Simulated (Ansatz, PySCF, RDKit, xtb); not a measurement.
# Which structure has the formula CH2BGa?

Only the formula CH2BGa is given. Aim: find the structure of lowest free energy at 400 K, then its properties.

The funnel: GFN2-xTB relaxations, single points with a density functional, relaxations at PBE0-D4/def2-TZVP, harmonic vibrations, and a last energy at a higher level. All values are calculated.

7 further runs of the same task are left out: 7 set aside as unsound or not needed.

### 1 Candidates

A program enumerates the bonding patterns with one Lewis structure each (two rings at most, one unusual centre or charged pair), with their diastereomers. O–O, O–halogen and N–halogen bonds and N–N–N chains are not drawn. That gives 11 candidates.

```csv
label,SMILES,spin
c183,C=[B][Ga],singlet
c386,[BH-]1=[CH][Ga+]1,singlet
c389,[BH-]1=[C+][GaH]1,singlet
c432,B=[CH][Ga],singlet
c495,[C+]#[B-][GaH2],singlet
c540,B=[C-][GaH+],singlet
c556,B=[CH][Ga],triplet
c736,B#[C][GaH2],singlet
c776,C=[B][Ga],triplet
c946,C#[B-][GaH+],singlet
c988,[B]1=[CH][GaH]1,singlet
```

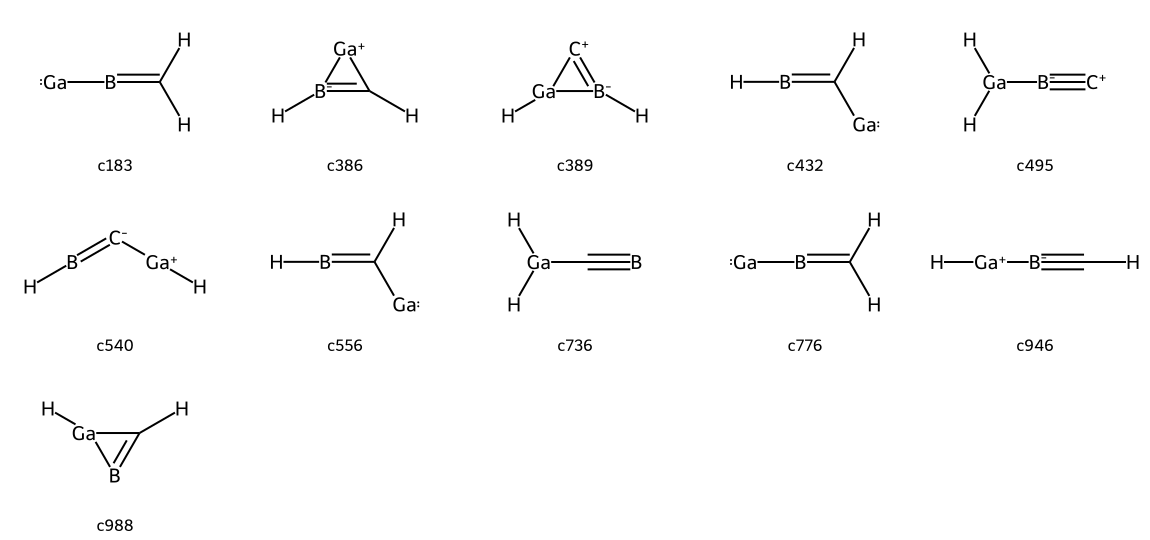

Structural formulas of the candidates.

Candidates are built by distance geometry, with a force field where one applies, in up to four conformers (letters a to d). 10 starts with atoms placed at random are added, to find patterns that the rules miss.

**Question.** With final energies at CCSD(T)/def2-TZVPP, which structure will this search put lowest in free energy, and by what margin?

| quantity | value |
| --- | --- |
| lowest structure found | B=[CH][Ga], singlet, Cs |
| next finalist | C=[B][Ga], singlet, 19.6 kcal/mol higher in G |
| share at equilibrium, among the finalists | 100.0 % |
| harmonic wavenumbers, lowest and highest (PBE0-D4/def2-TZVP) | 139 and 3295 cm⁻¹ |
| rotational constants, same geometry | 1.322, 0.1643, 0.1462 cm⁻¹ |
| dipole moment (PBE0/def2-TZVPD) | 0.51 D |
| HOMO energy (PBE0/def2-TZVPD) | -6.26 eV |
| LUMO energy (PBE0/def2-TZVPD) | -1.90 eV |
| HOMO–LUMO gap (PBE0/def2-TZVPD) | 4.35 eV |
| lowest excitation (TD-B3LYP/def2-SVPD) | 3.18 eV (f = 0.026) |
| strongest of the states computed, same level | 5.27 eV (f = 0.320) |
| lowest triplet excitation, same level, Tamm-Dancoff | 2.30 eV |
| vertical ionisation energy | 8.29 eV |
| vertical electron affinity | 0.28 eV |
| vertical triplet less singlet | +2.22 eV |

The lowest structure found is `B=[CH][Ga]`. Among the finalists first place is clear (19.6 kcal/mol); structures outside the list aren't covered. GFN2-xTB, HF/STO-3G, r2SCAN-D4/def2-SVP, PBE0-D4/def2-TZVP, HF/def2-TZVPP and MP2/def2-TZVPP already put its bonding pattern lowest among the structures in one piece. Lowest found is not proven lowest: the search is finite, and each finalist counts with one conformer. The lowest isomer need not be the one that is made and kept in a bottle, which depends on barriers.
